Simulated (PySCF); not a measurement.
# What a change does: NMR shielding calculation on C$_{2}$H$_{7}$NSi

System: C$_{2}$H$_{7}$NSi.
Method of run A: GIAO PBE0/pcSseg-2 NMR shielding, non-relativistic, gas phase (PySCF 2.14.0).

The geometry comes from this level: PBE0-D3(BJ)/def2-SVP. Text and figures count atoms from 1; the logs count them from 0 in places.

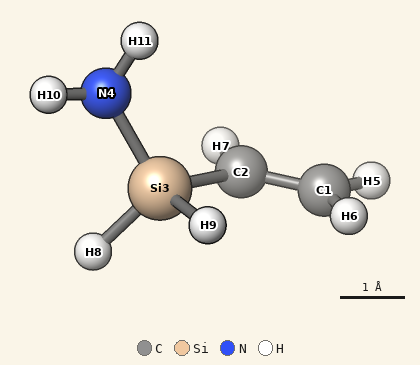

**Figure 1.** The structure (ball-and-stick view, seen at a tilt; atoms are numbered from 1 in the order of the input). Bond lengths as drawn: C–C 1.34 Å, C–H 1.10 Å, C–Si 1.87 Å, H–N 1.01 Å, H–Si 1.50 Å and N–Si 1.73 Å.

The input, run A:
```
{"job": {"kind": "nmr", "xc": "PBE0", "basis": "pcSseg-2", "pop": false}, "charge": 0, "multiplicity": 1}
C     -2.035593     0.086315    -0.289767
C     -0.917663     0.213161     0.434816
Si     0.696066    -0.603051    -0.032355
N      1.941159     0.599322    -0.122895
H     -2.978743     0.565609    -0.002618
H     -2.058273    -0.508810    -1.210560
H     -0.953903     0.827169     1.344859
H      1.151144    -1.578932     1.006246
H      0.417580    -1.374488    -1.293917
H      2.912011     0.309713    -0.080845
H      1.830863     1.375421    -0.766829
```

The first line tells a small driver script what to run in PySCF; the rest is the geometry in Å.

Launched with:
```bash
OMP_NUM_THREADS=1 python <driver script> task.json out
```

Hardware: 1 CPU thread, shared host.

Output (run A):
```
coarse grid: 9200 points
cycle   1  E = -424.3933376564  dE =  1.214e-01  |g| = 4.854e-01  |ddm| = 2.258e+00
cycle   2  E = -424.3551598465  dE =  3.818e-02  |g| = 6.326e-01  |ddm| = 7.725e-01
cycle   3  E = -424.4454933141  dE = -9.033e-02  |g| = 6.742e-02  |ddm| = 4.771e-01
cycle   4  E = -424.4463596171  dE = -8.663e-04  |g| = 3.075e-02  |ddm| = 6.315e-02
cycle   5  E = -424.4465892034  dE = -2.296e-04  |g| = 8.730e-03  |ddm| = 2.318e-02
cycle   6  E = -424.4466058267  dE = -1.662e-05  |g| = 3.301e-03  |ddm| = 7.307e-03
cycle   7  E = -424.4466085468  dE = -2.720e-06  |g| = 2.863e-04  |ddm| = 2.243e-03
final grid: 82944 points
cycle   8  E = -424.4525412118  dE = -5.250e-05  |g| = 6.945e-03  |ddm| = 2.946e-02
cycle   9  E = -424.4525346195  dE =  6.592e-06  |g| = 8.874e-03  |ddm| = 9.717e-03
cycle  10  E = -424.4525523255  dE = -1.771e-05  |g| = 7.209e-04  |ddm| = 5.570e-03
cycle  11  E = -424.4525524240  dE = -9.851e-08  |g| = 2.933e-04  |ddm| = 6.726e-04
cycle  12  E = -424.4525524442  dE = -2.018e-08  |g| = 5.562e-05  |ddm| = 2.048e-04
cycle  13  E = -424.4525524446  dE = -4.163e-10  |g| = 3.566e-05  |ddm| = 5.693e-05
cycle  14  E = -424.4525524450  dE = -3.296e-10  |g| = 3.354e-06  |ddm| = 2.323e-05
converged SCF energy = -424.4525524450

GIAO shielding tensors (ppm)
atom      isotropic    diamagn.    paramagn.     s11        s22        s33       span
  0 C       34.910     251.372    -216.462    -97.320     40.461    161.588    258.908
  1 C       35.032     256.321    -221.289    -89.432     22.304    172.224    261.657
  2 Si     371.875     877.459    -505.584    329.017    373.402    413.205     84.189
  3 N      250.923     315.829     -64.906    223.201    253.572    275.998     52.797
  4 H       24.737      29.002      -4.265     21.464     24.405     28.343      6.878
  5 H       24.850      31.296      -6.445     21.229     24.707     28.616      7.387
  6 H       24.585      31.289      -6.705     21.605     24.955     27.194      5.589
  7 H       26.313      29.168      -2.855     23.738     24.899     30.302      6.564
  8 H       26.251      29.955      -3.704     23.200     25.062     30.490      7.291
  9 H       31.016      29.956       1.060     24.261     26.453     42.335     18.074
 10 H       31.260      31.687      -0.427     24.681     27.746     41.351     16.670
```

Run B used a changed input.

The two runs side by side:

```csv
quantity,run A,run B
outcome,converged,converged
total energy (hartree),−424.452552,−424.658246
HOMO (eV),−7.39,−8.70
LUMO (eV),−0.58,0.43
dipole moment (D),1.00,0.99
shielding of C1 (ppm),34.9,35.4
shielding of Si3 (ppm),371.9,378.9
shielding of N4 (ppm),250.9,250.5
shielding of H6 (ppm),24.9,25.2
shielding of H7 (ppm),24.6,24.9
shielding of H8 (ppm),26.3,26.8
shielding of H9 (ppm),26.3,26.7
SCF iterations,14,12
basis functions,249,249
wall time (shared host),33 s,31 s
```

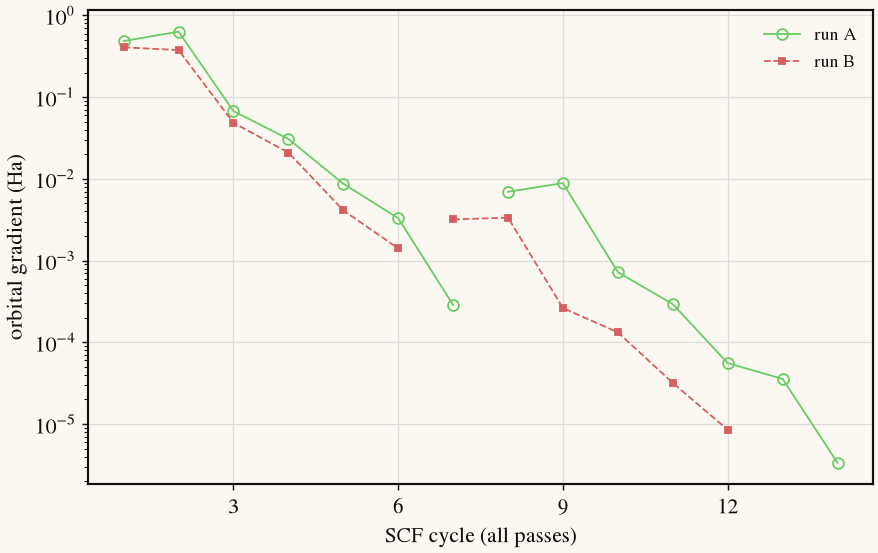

**Figure 2.** Convergence of the two runs: orbital gradient against the SCF cycle. A break in a curve parts two SCF passes (coarse and final grid). Run A takes 14 cycles in all, and run B takes 12.

Which change of the input explains these differences?

The change (lines with − go, lines with + come):
```diff
-"xc": "PBE0"
+"xc": "BHandHLYP"
```

The total energies belong to different methods, so their difference says nothing on which is more stable or more accurate. The HOMO goes from −7.39 to −8.70 eV. The LUMO goes from −0.58 to 0.43 eV. Of all shieldings, the largest change is that of Si3, by +7.0 ppm. The functional changes from PBE0 to BHandHLYP. The SCF takes 12 iterations against 14.

Output (run B):
```
coarse grid: 9200 points
cycle   1  E = -424.6116446869  dE =  1.514e-01  |g| = 4.069e-01  |ddm| = 2.230e+00
cycle   2  E = -424.6208229719  dE = -9.178e-03  |g| = 3.765e-01  |ddm| = 5.371e-01
cycle   3  E = -424.6508927368  dE = -3.007e-02  |g| = 4.843e-02  |ddm| = 2.527e-01
cycle   4  E = -424.6513603228  dE = -4.676e-04  |g| = 2.099e-02  |ddm| = 4.558e-02
cycle   5  E = -424.6514664906  dE = -1.062e-04  |g| = 4.116e-03  |ddm| = 1.630e-02
cycle   6  E = -424.6514703967  dE = -3.906e-06  |g| = 1.412e-03  |ddm| = 3.513e-03
final grid: 82944 points
cycle   7  E = -424.6582437251  dE = -1.950e-05  |g| = 3.191e-03  |ddm| = 2.130e-02
cycle   8  E = -424.6582434841  dE =  2.409e-07  |g| = 3.351e-03  |ddm| = 3.674e-03
cycle   9  E = -424.6582459174  dE = -2.433e-06  |g| = 2.624e-04  |ddm| = 1.849e-03
cycle  10  E = -424.6582459301  dE = -1.279e-08  |g| = 1.324e-04  |ddm| = 2.908e-04
cycle  11  E = -424.6582459347  dE = -4.553e-09  |g| = 3.187e-05  |ddm| = 1.151e-04
cycle  12  E = -424.6582459349  dE = -2.146e-10  |g| = 8.515e-06  |ddm| = 2.380e-05
converged SCF energy = -424.6582459349

GIAO shielding tensors (ppm)
atom      isotropic    diamagn.    paramagn.     s11        s22        s33       span
  0 C       35.401     250.223    -214.822   -104.075     47.734    162.544    266.619
  1 C       34.733     255.979    -221.246    -96.459     26.878    173.780    270.238
  2 Si     378.858     875.841    -496.983    338.974    379.866    417.734     78.759
  3 N      250.491     315.647     -65.156    222.921    254.474    274.077     51.155
  4 H       25.057      29.301      -4.244     21.728     24.518     28.926      7.198
  5 H       25.173      31.435      -6.262     21.547     24.843     29.129      7.581
  6 H       24.949      31.600      -6.651     22.030     25.145     27.673      5.643
  7 H       26.797      29.234      -2.437     24.147     25.328     30.916      6.770
  8 H       26.741      29.990      -3.249     23.710     25.597     30.917      7.206
  9 H       31.105      30.262       0.843     24.356     26.513     42.447     18.091
 10 H       31.348      31.932      -0.584     24.734     27.813     41.497     16.763
```
